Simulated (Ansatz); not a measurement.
# Structural relaxation of glassy NaFeSi2O6 (180 atoms), part 2 of 2

Aim: bring glassy NaFeSi2O6 (180 atoms) to a nearby minimum of the energy and see what moves.

Ansatz 0.2.0; Kohn-Sham DFT, PBE, PAW (set soft_2), plane waves.

The cell: 18 Fe, 18 Na, 108 O and 36 Si. The quench rate of 20 K/ps is orders of magnitude faster than experiment. The starting topology of bonds comes from the classical model. Without a Hubbard term or exact exchange, open shells on Fe are likely too delocalised. Sampling is at Γ alone, for a cell whose shortest periodic width is 14 Å.

So far, density (g/cm³): step 4 (structure statistics after relaxation) 2.76.

## Step 5: Single point at the relaxed geometry

One more single point at the end of the walk gives the fuller output and checks the residual forces.

Contents of input.yaml:

```yaml
crystal:
  lattice:
    - [13.5721, 0.0, 0.0]
    - [0.0, 13.5721, 0.0]
    - [0.0, 0.0, 13.5721]
  atoms:
    - { symbol: Fe, position: [0.66598, 0.22878, 0.98945], spin: 5.0 }
    - { symbol: Fe, position: [0.98871, 0.63884, 0.8424], spin: -5.0 }
    - { symbol: Fe, position: [0.826, 0.95718, 0.7369], spin: -5.0 }
    - { symbol: Fe, position: [0.67472, 0.40897, 0.27284], spin: 5.0 }
    [... 170 atom lines left out ...]
    - { symbol: Si, position: [0.27789, 0.3077, 0.3586] }
    - { symbol: Si, position: [0.37065, 0.8147, 0.42748] }
    - { symbol: Si, position: [0.98733, 0.31866, 0.12942] }
    - { symbol: Si, position: [0.69657, 0.01299, 0.8784] }
    - { symbol: Si, position: [0.4514, 0.68917, 0.59077] }
    - { symbol: Si, position: [0.86577, 0.55822, 0.33792] }
magnetization:
  spin_polarized: true
kpoints:
  mp_grid: { grid: [1, 1, 1] }
hamiltonian:
  xc: pbe
scf:
  occupations: { method: fermi_dirac, width: 0.025 }
  lower_state_search: "off"
output:
  forces: true
  stress: true
  populations: true
  dos:
    method: { smearing: { sigma: 0.08 } }
    de: 0.1
    projected: { site_lists: { Fe: [Fe], Na: [Na], O: [O], Si: [Si] } }
  eigenvalues: true
  write_density: true
  write_potential: true
  volumetric_format: npy
  elf: true
```

Command:

```console
$ ansatz run input.yaml --threads 8 --pin off --max-ram 15872MiB --backend cpu --events-out ev --progress --plain --runs-dir out
```

Wall time 6.2 min (8 threads of Arm Neoverse V2, shared host); peak memory 8.9 GiB.

The program notes that the exchange-correlation potential is rough where the density is thin.

Read from the output:

| Item | Value |
| --- | --- |
| free energy | -191700.1259 eV |
| free energy per atom | -1065.0007 eV/atom |
| SCF cycles | 52 |
| pressure | -0.7715 GPa |
| r.m.s. force component | 0.01136 eV/Å |
| longest force | 0.05323 eV/Å |
| Fermi energy | 4.968 eV |
| levels partly filled by over 2 per cent | 2 |
| total moment | -26.01 μB |
| absolute moment | 82.37 μB |
| spilling of the projection | 0.008894 |

Löwdin charges by element and coordination (they lack the spilled electrons, 0.061 e an atom on average):

```tsv
element	coordination	atoms	mean charge (e)	spread	least	most
Fe	all	18	1.47	0.0614	1.31	1.54
Fe	4	5	1.48	0.0354	1.42	1.53
Fe	5	10	1.45	0.071	1.31	1.54
Fe	6	3	1.51	0.023	1.48	1.53
Na	all	18	0.809	0.0185	0.767	0.850
Na	2	1	0.827	0	0.827	0.827
Na	3	1	0.821	0	0.821	0.821
Na	4	5	0.824	0.0144	0.810	0.850
Na	5	8	0.802	0.0116	0.784	0.820
Na	6	2	0.781	0.014	0.767	0.795
Na	7	1	0.813	0	0.813	0.813
O	all	108	-0.838	0.0503	-0.993	-0.720
O	2	26	-0.801	0.0153	-0.849	-0.784
O	3	65	-0.838	0.0452	-0.992	-0.720
O	4	16	-0.890	0.0553	-0.993	-0.814
O	5	1	-0.915	0	-0.915	-0.915
Si	all	36	1.68	0.0435	1.59	1.75
```

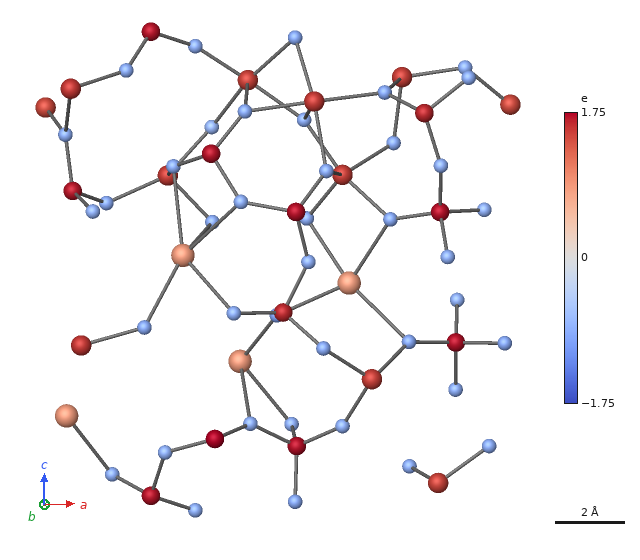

Atoms coloured by Löwdin charge. Drawn is a slice 4 Å thick, seen along the normal of the ac plane.

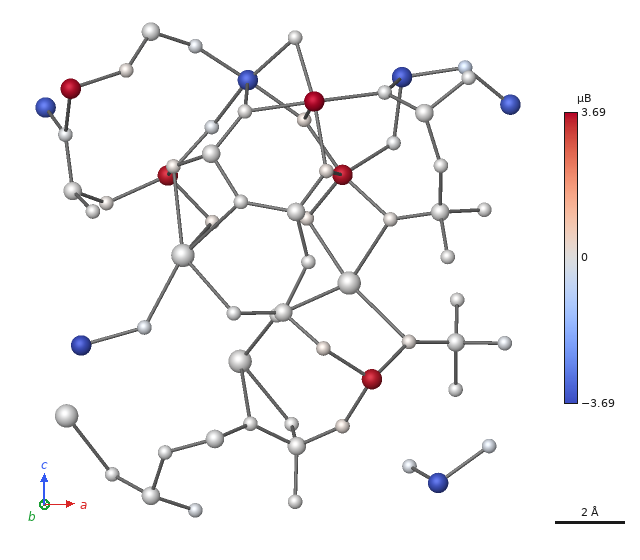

Atoms coloured by their magnetic moment. Drawn is a slice 4 Å thick, seen along the normal of the ac plane.

Magnetic moments by element and coordination:

```tsv
element	coordination	atoms	mean moment (μB)	spread	least	most
Fe	all	18	-1.06	3.30	-3.61	3.69
Fe	4	5	-2.10	2.82	-3.61	3.53
Fe	5	10	-1.24	3.16	-3.58	3.62
Fe	6	3	1.29	3.36	-3.47	3.69
Na	all	18	-3.0e-4	7.0e-4	-0.0022	9.0e-4
Na	2	1	-1.0e-4	0	-1.0e-4	-1.0e-4
Na	3	1	2.0e-4	0	2.0e-4	2.0e-4
Na	4	5	-3.0e-4	4.0e-4	-0.0011	0
Na	5	8	-2.0e-4	7.0e-4	-0.0013	9.0e-4
Na	6	2	-0.0011	0.0011	-0.0022	0
Na	7	1	-1.0e-4	0	-1.0e-4	-1.0e-4
O	all	108	-0.0293	0.119	-0.480	0.189
O	2	26	-0.0411	0.120	-0.480	0.185
O	3	65	-0.0305	0.110	-0.337	0.189
O	4	16	-0.0127	0.147	-0.419	0.177
O	5	1	0.0861	0	0.0861	0.0861
Si	all	36	-8.0e-4	0.0036	-0.0079	0.0067
```

Density of states as counts of states in windows of 1 eV (from the Fermi level), total and the larger projections:

```tsv
from (eV)	to (eV)	total up	total down	O p	Fe d	Si p	O s
-18	-17	11.8	12.8	0.4	0.4	2.4	20.3
-17	-16	1.8	0.3	0.0	0.1	0.1	1.8
-16	-11	0.0	0.0	0.0	0.0	0.0	0.0
-11	-10	7.0	7.1	9.3	0.1	0.7	0.7
-10	-9	8.4	8.7	11.5	0.2	1.3	0.9
-9	-8	13.7	13.9	19.2	0.6	2.8	1.4
-8	-7	21.2	25.1	33.1	3.3	6.4	1.0
-7	-6	36.4	37.3	49.6	12.6	6.8	1.6
-6	-5	46.9	50.5	67.4	18.2	5.8	2.7
-5	-4	62.9	65.1	95.9	21.7	4.1	2.4
-4	-3	67.3	68.2	109.8	17.8	2.8	1.7
-3	-2	60.3	61.8	101.5	15.2	1.8	1.1
-2	-1	27.2	35.5	48.0	12.1	0.8	0.7
-1	0	5.5	9.0	7.0	6.8	0.1	0.3
0	1	29.8	20.0	7.9	40.3	0.4	0.4
1	2	19.4	9.9	6.4	20.9	0.3	0.8
2	3	9.2	3.0	3.0	6.5	0.1	0.7
3	4	5.2	5.9	0.9	0.1	0.5	1.5
4	5	9.8	10.0	2.0	0.1	2.1	2.6
```

The curve was stored every 0.10 eV, coarse against its broadening of 0.08 eV, so these counts are rough.

Between -26 and -18 eV lie 297 more states.

The stored curve holds about 1063 of the 1242 electrons; the rest, give or take the few that broadening carries across the Fermi level, lie in deeper levels below its range.

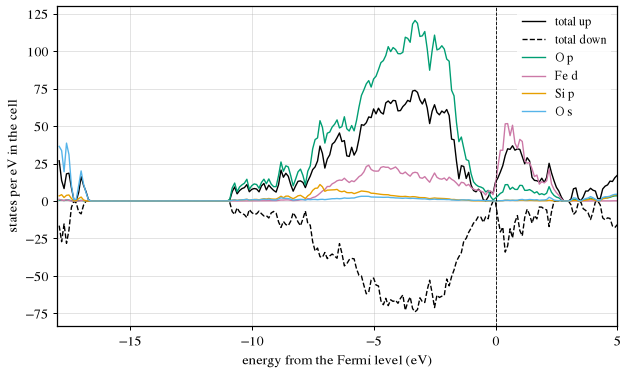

Total and projected density of states, with the broadening of the input. Down spins are drawn downwards.

The levels nearest the highest filled one (over half full), pooled over k-points and spins:

```tsv
level less the highest filled one (eV)	occupation
-0.464	1
-0.441	1
-0.303	1
-0.253	1
-0.194	1
0	0.727
0.0505	0.261
0.162	0.004
0.171	0.003
0.172	0.003
0.176	0.002
0.219	0
```

Mean Löwdin charges: Fe +1.47, Na +0.81, O -0.84, Si +1.68 e (they miss 0.89 % of the electrons, so they add up to more than the cell's charge). The cell holds a total moment of -26.0 μB, from site moments of up to 3.7 μB that point both ways; no search proves this magnetic order the lowest. Within 0.4 eV of the Fermi level the largest share is Fe d (80 % of the projected weight).

## Step 6: Summary of results

| Property | Result |
| --- | --- |
| energy change in the relaxation | -84.7 meV/atom |
| r.m.s. displacement | 0.349 Å |
| largest displacement | 0.992 Å |
| free energy per atom | -1065.0007 eV/atom |
| pressure | -0.7715 GPa |
| r.m.s. force component | 0.01136 eV/Å |
| wall time of the 3 DFT runs | 53 min |

**Reading.** Relaxation lowers the energy by 84.7 meV/atom and moves atoms by 0.35 Å r.m.s.; the r.m.s. force component goes from 1.1 to 0.011 eV/Å. By the final cutoffs 14 of 315 bonded pairs parted and 15 joined. First to last step the energy falls by 15.246 eV; the largest move, 0.99 Å, is that of O131, with 1 other atom within 2 % of it. The O-Na bonds change most in mean length: from 2.552 Å (spread 0.215) to 2.493 Å (spread 0.179), and their number from 76 to 84. Counting bonds as in the table, 56 % of Fe atoms have 5, 44 % of Na atoms have 5, 60 % of O atoms have 3 and all Si atoms have 4 bonded neighbours. Counting bonds to Si alone, not to Fe, 40 % of the oxygens join two of these atoms and 54 % one; 6 % join none. 2 levels are partly filled, by over 2 % (at Γ alone): no clear gap opens at this level. Levels of broken or missing bonds inside a gap of the host would look the same. The cell holds a total moment of -26.0 μB, from site moments of up to 3.7 μB that point both ways; no search proves this magnetic order the lowest.

**Limits.** In the spin-polarised runs the search for a state of lower energy was switched off. The network of bonds at the start is that of the classical potential that made the cell; in DFT 14 of its 315 bonded pairs passed out of the cutoffs and 15 came within them. The run was spin polarised, started with 6 moments up and 12 down in a pattern of our own, ending at -26.0 μB in the cell; that starting order needn't be the real material's, and it bears on forces, charges and levels.

Against the measurements quoted at the start:

```tsv
quantity	measured	this cell	difference	method of the measurement
nearest Si–O distance	1.63 Å	1.65 Å	+0.9 %	neutron diffraction, Gaussian fit of T(r)
number of O about Si	3.9	4	+2.6 %	neutron diffraction, Gaussian fit of T(r)
nearest Fe–O distance	1.89 Å	1.94 Å	+2.6 %	neutron diffraction, T(r) peak position
nearest O–O distance	2.66 Å	2.69 Å	+1.1 %	neutron diffraction, T(r) peak position
number of O about Fe	4.3	4.89	+13.7 %	neutron diffraction with Fe isotope substitution, Gaussian fit
```

The cell differs from the measured distances by up to 2.6 % and neighbour counts by up to 13.7 %. Distances of this cell are positions of the first main peak of g(r), or bond means where the peak is narrow; means over all bonds within a cutoff lie farther out for broad shells. The network comes from the model that made the cell; in DFT 14 of its 315 bonded pairs passed out of the cutoffs and 15 came within them. Our coordination numbers hang on a cutoff, and experiments count neighbours in their own ways.

[Logs are printed without paths, hosts, clocks, repeated set-up lines and the standing remarks that a program may print on its own settings, such as how far it seeks lower states.]

[Hosts, paths, dates, database ids (printed as entryN), source tags and the programs' standing remarks are cut or masked in the printed files.]
